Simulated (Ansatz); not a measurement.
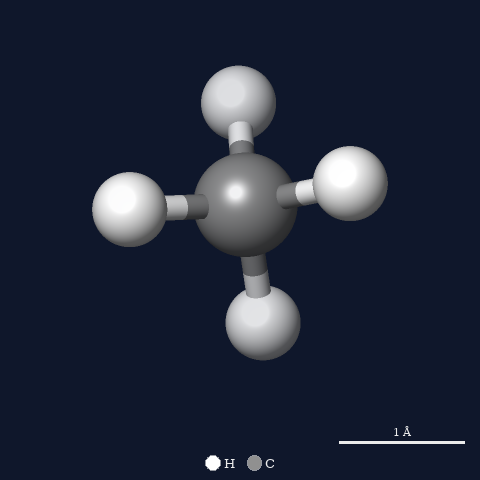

Ball-and-stick drawing of a structure.

The geometry was computed by an optimisation with PBE0-D4/def2-TZVP.

Identify the structure.

Formula CH₄. The point group is Td. Coordination: 1 C tetrahedral.

The parts below concern this one geometry. Atoms keep their numbers from picture to picture.

**Shape**

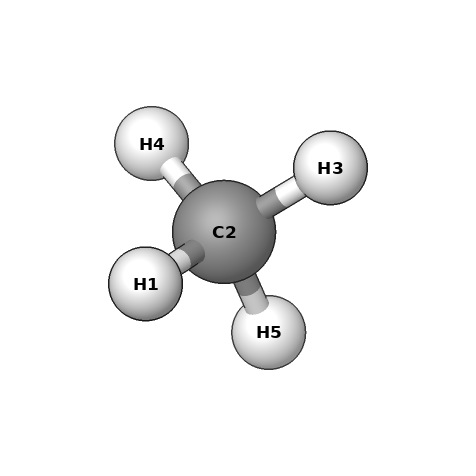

The atoms are numbered.

Which atoms are bonded, and how long are the bonds?

```
 bond  length (Å)
H1–C2       1.090
C2–H3       1.090
C2–H4       1.090
C2–H5       1.090
```

**Vibrations**

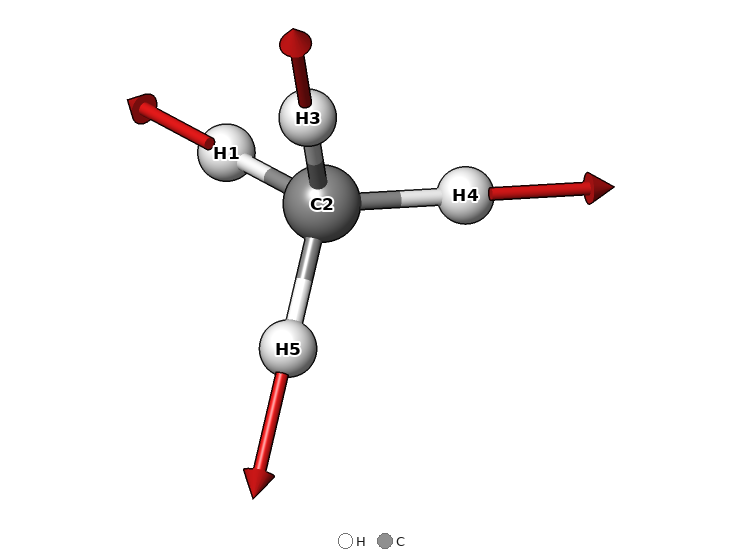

The arrows show one normal mode. Harmonic vibrations computed with RKS PBE0-D4/def2-TZVP (Ansatz 0.2.0) at a stationary point of the same level.

**What kind of motion is it?**

Mostly in-phase stretching of 4 C–H bonds.

**Estimate its harmonic wavenumber.**

3048 cm⁻¹; it is mode 6 of 9 counted from the lowest.

**Electronic properties**

Properties computed with RHF-CCSD(T), frozen core/def2-TZVPP (Ansatz 0.2.0).

**Estimate the T1 diagnostic.**

0.007.

**Thermal motion**

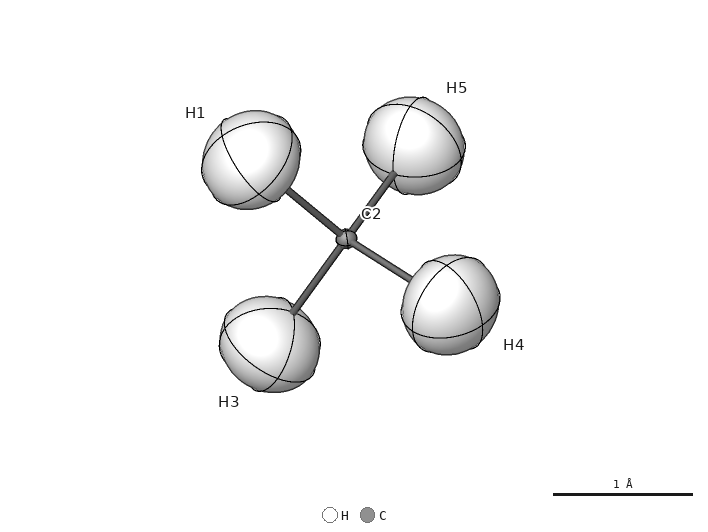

Displacement ellipsoids at the 50 % level, enlarged 3 times, from the internal vibrations of the free molecule (harmonic, no overall translation or rotation; no half-axis is drawn under 0.075 Å). Vibrations computed with RKS PBE0-D4/def2-TZVP (Ansatz 0.2.0). Temperature: 0 K (zero-point motion alone).

Give the displacement parameters, one line for each set of equivalent atoms.

| atom | U_eq (Å²) | rms amplitudes (Å) |
| --- | --- | --- |
| H1, H3, H4, H5 | 0.0061 | 0.071, 0.081, 0.081 |
| C2 | 0.00021 | 0.014, 0.014, 0.014 |

**Charges**

The questions are on Mulliken charges. Method: RKS PBE0-D4/def2-TZVP (Ansatz 0.2.0).

List the Mulliken charges.

| atom | value (e) |
| --- | --- |
| H1 | 0.13 |
| C2 | −0.53 |
| H3 | 0.13 |
| H4 | 0.13 |
| H5 | 0.13 |

Mulliken values depend strongly on the basis set and can even reverse the polarity of a bond.
